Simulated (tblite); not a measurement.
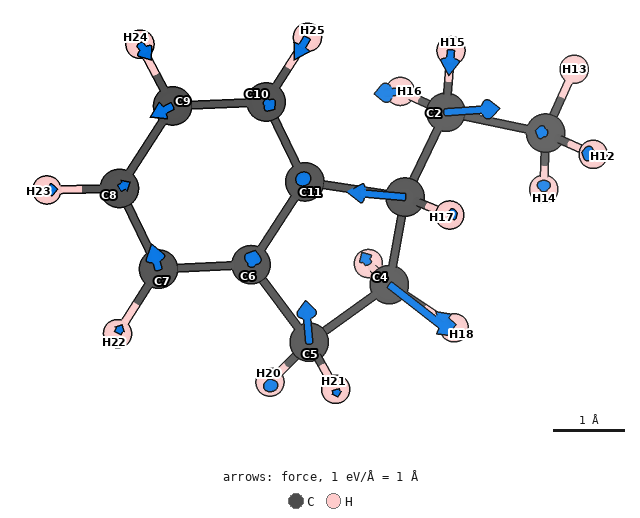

Starting geometry of C₁₁H₁₄ with the computed forces as blue arrows. A ball-and-stick model, seen at a tilt.

The calculation used tblite 0.8.0, GFN2-xTB geometry optimisation, gas phase. 

> Is this structure relaxed? If not, where do the atoms go?

It isn't relaxed: the largest force vector, on a C atom, is 1.23 eV/Å. The final displacements have little in common with the starting forces (cosine between the two patterns 0.16). Over 64 geometry steps the energy falls by 1.75 kcal/mol. An H atom moves most after the best rigid fit: 0.15 Å. Largest moves by element: H 0.15 Å, C 0.09 Å. Among the contacts that change: C–H 1.106 → 1.092 Å, C–C 1.538 → 1.524 Å, C–C 1.520 → 1.508 Å, C–H 1.090 → 1.080 Å. Bond angles that change, for instance: H–C–H 110.5° → 107.8°, C–C–C 100.0° → 102.8°, C–C–C 100.9° → 103.3°. Cost: 0.49 s on 2 threads of Intel(R) Xeon(R) Platinum 8488C (shared host).
